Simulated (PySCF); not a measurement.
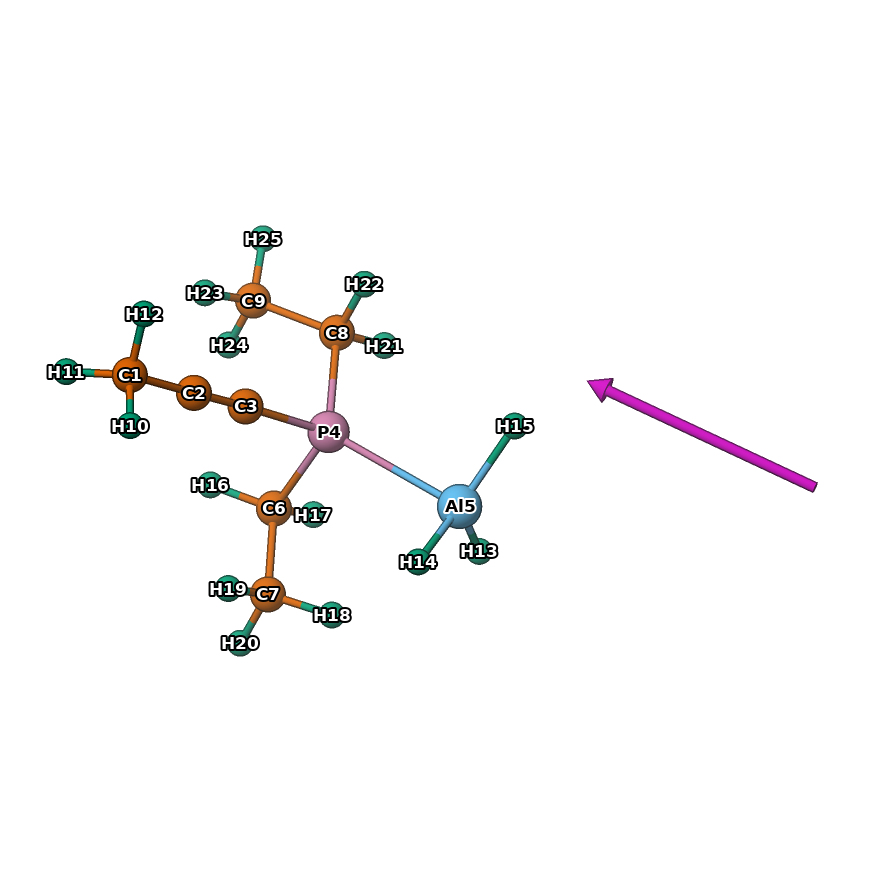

The arrow beside the molecule shows the direction of the dipole moment, from the negative to the positive end (its length means nothing). The computed structure is the end point of a GFN2-xTB optimisation. No frequency run is at hand to confirm it as a minimum. Method: PBE0/pcSseg-1, gas phase (PySCF 2.14.0).

### Estimate the dipole moment.

6.01 D; it points from the side of H13, H15 to the side of H11 (the outermost atoms at the two ends).

The geometry is semi-empirical. Around Al, P such bond lengths and angles can be off by a tenth of an ångström or more and by several degrees, and values that hang on the shape move with them.
